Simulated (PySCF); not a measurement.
**Pb2: forces at shaken geometries**

Aim: move all atoms of relaxed Pb2 at random and read energies and forces. The species was built from a template and needn't be a known compound.

Program: PySCF 2.14.0. Level of theory: BP86, Pb def2-SVP with ECP60; scalar-relativistic core potentials, no spin–orbit coupling. These are calculated values, not measurements.

3 further runs of the same task are left out: 2 for a known fault of the program, 1 that didn't finish.

## 1. Starting geometry

2 atoms, charge 0, spin multiplicity 3.

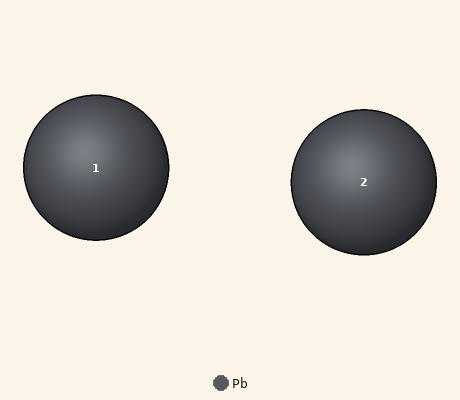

The geometry (lead dark grey); atoms are numbered from 1 in the order of the file.

As a file:

```xyz
2

Pb    0.0000    0.0000    1.4720
Pb    0.0000    0.0000   -1.4720
```

An earlier session relaxed this geometry at BP86, Pb def2-SVP with ECP60 (triplet, point group D∞h).

Its energy there is -386.050298 Eh.

## 2. Atoms moved at random, σ = 0.03 Å

run.py (the lines that set the calculation)

```python
mol = gto.M(atom='''
Pb     0.03001    -0.03592     1.44858
Pb    -0.03001     0.03592    -1.44858''',
    basis={'Pb': 'def2-SVP'},
    ecp={'Pb': 'def2-SVP'},
    charge=0, spin=2)
mf = dft.UKS(mol, xc='B88,P86')
mf.grids.atom_grid = (50, 194)
mf = mf.density_fit()  # fitting sets: Pb def2-universal-JKFIT
mf.conv_tol = 1e-08; mf.max_cycle = 55
mf.kernel(dm0)  # dm0: the density of the relaxed state
```

Started as:

```console
$ OMP_NUM_THREADS=2 python run.py
```

Log:

```text
init E= -386.053236168124
  HOMO = -0.150946326584  LUMO = -0.136932130453  gap/eV = 0.38135
cycle= 1 E= -386.049966406644  delta_E= 0.00327  |g|= 0.00754  |ddm|= 0.0663
  HOMO = -0.153711435373  LUMO = -0.140565450172  gap/eV = 0.35772
cycle= 2 E= -386.049977117033  delta_E= -1.07e-05  |g|= 0.00716  |ddm|= 0.0316
  HOMO = -0.152824366844  LUMO = -0.139418554713  gap/eV = 0.36479
cycle= 3 E= -386.050023509889  delta_E= -4.64e-05  |g|= 0.000542  |ddm|= 0.0153
  HOMO = -0.152881709127  LUMO = -0.139447330658  gap/eV = 0.36557
cycle= 4 E= -386.050023696367  delta_E= -1.86e-07  |g|= 9.04e-05  |ddm|= 0.00136
  HOMO = -0.152860027722  LUMO = -0.13942436662  gap/eV = 0.36560
cycle= 5 E= -386.050023725558  delta_E= -2.92e-08  |g|= 2.88e-05  |ddm|= 0.000669
  HOMO = -0.152863961686  LUMO = -0.139428674415  gap/eV = 0.36559
cycle= 6 E= -386.050023727805  delta_E= -2.25e-09  |g|= 2.64e-05  |ddm|= 0.000249
  HOMO = -0.152864270227  LUMO = -0.13942895375  gap/eV = 0.36559
Extra cycle  E= -386.050023713432  delta_E= 1.44e-08  |g|= 0.000107  |ddm|= 0.000285
converged SCF energy = -386.050023713432  <S^2> = 2.0015341  2S+1 = 3.0010226
```

Run time: 2.3 s. Hardware: 2 threads of Intel Xeon Platinum 8488C (Sapphire Rapids), shared host.

Read off: E = -386.050024 Eh (+0.007 eV from the relaxed state), HOMO -4.16 eV, LUMO -3.79 eV (over both spins), ⟨S²⟩ = 2.002, Mulliken charge on Pb1 +0.00 e, largest force component 0.315 eV/Å. 

```csv
atom,Fx,Fy,Fz (eV/Å)
Pb1,-0.001,0.000,0.315
Pb2,0.001,0.000,-0.315
```

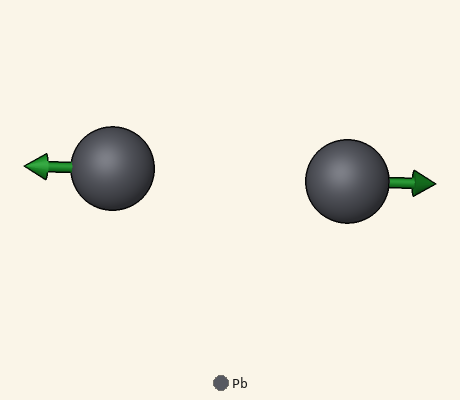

Forces as arrows, the longest for the largest force.

## 3. Atoms moved at random, σ = 0.06 Å

Edit run.py (the lines that set the calculation) of step 2 so:

```diff
@@ -1,4 +1,4 @@
 mol = gto.M(atom='''
-Pb     0.03001    -0.03592     1.44858
-Pb    -0.03001     0.03592    -1.44858''',
+Pb     0.00309     0.00675     1.44101
+Pb    -0.00309    -0.00675    -1.44101''',
     basis={'Pb': 'def2-SVP'},
```

Started as:

```console
$ OMP_NUM_THREADS=2 python run.py
```

Log:

```text
init E= -386.054740689988
  HOMO = -0.149833993238  LUMO = -0.136134897249  gap/eV = 0.37277
cycle= 1 E= -386.049707449952  delta_E= 0.00503  |g|= 0.0104  |ddm|= 0.0481
  HOMO = -0.15414912512  LUMO = -0.141692154502  gap/eV = 0.33897
cycle= 2 E= -386.049726197838  delta_E= -1.87e-05  |g|= 0.00999  |ddm|= 0.0414
  HOMO = -0.15283432928  LUMO = -0.139991407949  gap/eV = 0.34947
cycle= 3 E= -386.049813604856  delta_E= -8.74e-05  |g|= 0.000754  |ddm|= 0.0207
  HOMO = -0.15290082623  LUMO = -0.140017654871  gap/eV = 0.35057
cycle= 4 E= -386.04981328458  delta_E= 3.2e-07  |g|= 6.41e-05  |ddm|= 0.00161
  HOMO = -0.152874030917  LUMO = -0.13998946325  gap/eV = 0.35061
cycle= 5 E= -386.049813576725  delta_E= -2.92e-07  |g|= 8.38e-06  |ddm|= 0.000241
  HOMO = -0.152875609475  LUMO = -0.13999057134  gap/eV = 0.35062
cycle= 6 E= -386.049813576507  delta_E= 2.17e-10  |g|= 1.71e-05  |ddm|= 6.29e-05
  HOMO = -0.152875445397  LUMO = -0.139990475188  gap/eV = 0.35062
Extra cycle  E= -386.049813569393  delta_E= 7.11e-09  |g|= 7.5e-05  |ddm|= 0.000197
converged SCF energy = -386.049813569393  <S^2> = 2.0015416  2S+1 = 3.0010276
```

Run time: 2.2 s. Hardware: 2 threads of Intel Xeon Platinum 8488C (Sapphire Rapids), shared host.

Result: E = -386.049814 Eh (+0.013 eV from the relaxed state), HOMO -4.16 eV, LUMO -3.81 eV (over both spins), ⟨S²⟩ = 2.002, Mulliken charge on Pb1 +0.00 e, largest force component 0.441 eV/Å. 

```
atom     Fx     Fy  Fz (eV/Å)
 Pb1  0.000  0.000      0.441
 Pb2  0.000  0.000     -0.441
```

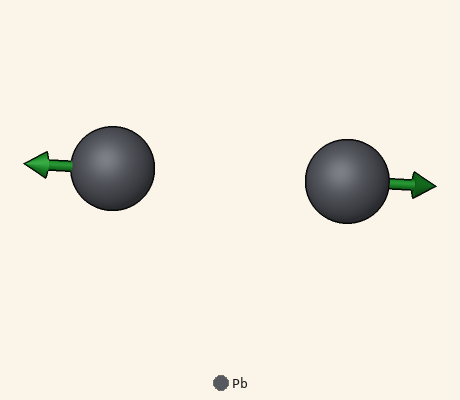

Forces as arrows, the longest for the largest force.

## 4. Atoms moved at random, σ = 0.03 Å

Edit run.py (the lines that set the calculation) of step 3 so:

```diff
@@ -1,4 +1,4 @@
 mol = gto.M(atom='''
-Pb     0.00309     0.00675     1.44101
-Pb    -0.00309    -0.00675    -1.44101''',
+Pb     0.01094     0.02158     1.45173
+Pb    -0.01094    -0.02158    -1.45173''',
     basis={'Pb': 'def2-SVP'},
```

Started as:

```console
$ OMP_NUM_THREADS=2 python run.py
```

Log:

```text
init E= -386.053091204414
  HOMO = -0.150929523258  LUMO = -0.136822583724  gap/eV = 0.38387
cycle= 1 E= -386.050049330531  delta_E= 0.00304  |g|= 0.00677  |ddm|= 0.0422
  HOMO = -0.153676387033  LUMO = -0.14033332775  gap/eV = 0.36308
cycle= 2 E= -386.050058703255  delta_E= -9.37e-06  |g|= 0.00649  |ddm|= 0.0274
  HOMO = -0.152831261299  LUMO = -0.139256703581  gap/eV = 0.36938
cycle= 3 E= -386.05009417362  delta_E= -3.55e-05  |g|= 0.00048  |ddm|= 0.0135
  HOMO = -0.15287456746  LUMO = -0.139275222886  gap/eV = 0.37006
cycle= 4 E= -386.050094291821  delta_E= -1.18e-07  |g|= 5.71e-05  |ddm|= 0.00108
  HOMO = -0.152855667561  LUMO = -0.139255519736  gap/eV = 0.37008
cycle= 5 E= -386.050094300372  delta_E= -8.55e-09  |g|= 1.64e-05  |ddm|= 0.000349
  HOMO = -0.152859752425  LUMO = -0.139259562648  gap/eV = 0.37008
Extra cycle  E= -386.050094300663  delta_E= -2.92e-10  |g|= 2.51e-05  |ddm|= 0.000133
converged SCF energy = -386.050094300663  <S^2> = 2.0015317  2S+1 = 3.001021
```

Run time: 2.1 s. Hardware: 2 threads of Intel Xeon Platinum 8488C (Sapphire Rapids), shared host.

Result: E = -386.050094 Eh (+0.006 eV from the relaxed state), HOMO -4.16 eV, LUMO -3.79 eV (over both spins), ⟨S²⟩ = 2.002, Mulliken charge on Pb1 -0.00 e, largest force component 0.276 eV/Å. 

```
atom      Fx      Fy  Fz (eV/Å)
 Pb1  -0.001  -0.001      0.276
 Pb2   0.001   0.001     -0.276
```

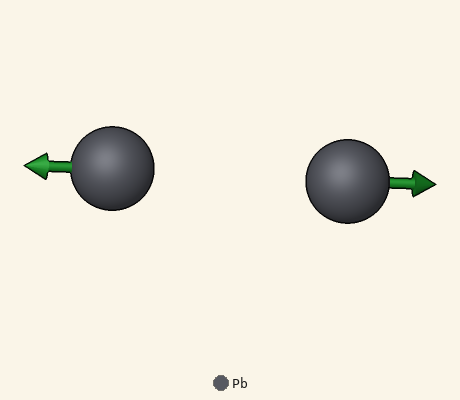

Forces as arrows, the longest for the largest force.

## 5. Results

| σ (Å) | energy rise (eV) | harmonic estimate −½ F·u (eV) | largest force component (eV/Å) |
| --- | --- | --- | --- |
| 0.03 | 0.007 | 0.007 | 0.31 |
| 0.06 | 0.013 | 0.014 | 0.44 |
| 0.03 | 0.006 | 0.006 | 0.28 |

Every displacement raises the energy. For a harmonic well the rise equals −½ F·u; the two differ by at most 4 % here (a move with σ = 0.06 Å), from anharmonicity, the grid and the small forces left at the relaxed point. These are double-zeta-type bases without diffuse functions. Spin–orbit coupling is left out for this open shell, where it can reorder the states. Open shells may have lower solutions than the one found.
